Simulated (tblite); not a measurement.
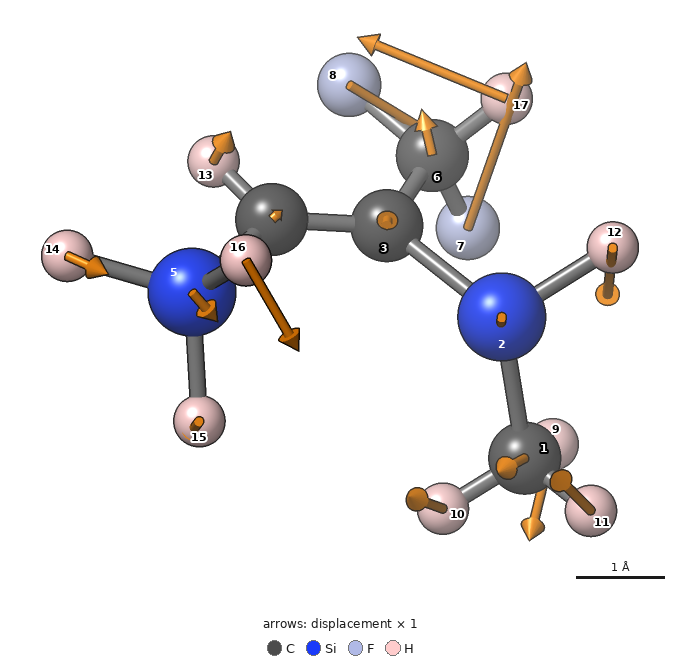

A relaxation of C$_{4}$H$_{9}$F$_{2}$Si$_{2}$ (multiplicity 2). The starting structure is drawn; orange arrows show the displacements, at their true length. The two geometries are superimposed by the best rigid fit.

The picture is a ball-and-stick view, seen at a tilt.

Theory: GFN2-xTB geometry optimisation, gas phase (tblite). 

What happened in the run?

Answer. Over 204 geometry steps the energy falls by 41.7 kJ/mol. An F atom moves most after the best rigid fit: 2.47 Å. By element the largest moves are F 2.47 Å, H 2.02 Å, Si 1.14 Å, C 0.71 Å. Among the contacts that change: C–Si 1.847 → 1.888 Å, H–Si 1.493 → 1.456 Å, C–Si 1.850 → 1.826 Å, C–Si 1.837 → 1.861 Å. Bond angles that change, for instance: C–Si–C 112.9° → 127.0°, C–Si–H 108.4° → 117.0°, Si–C–H 110.3° → 116.0°. Groups turn about C–C by about 125°.
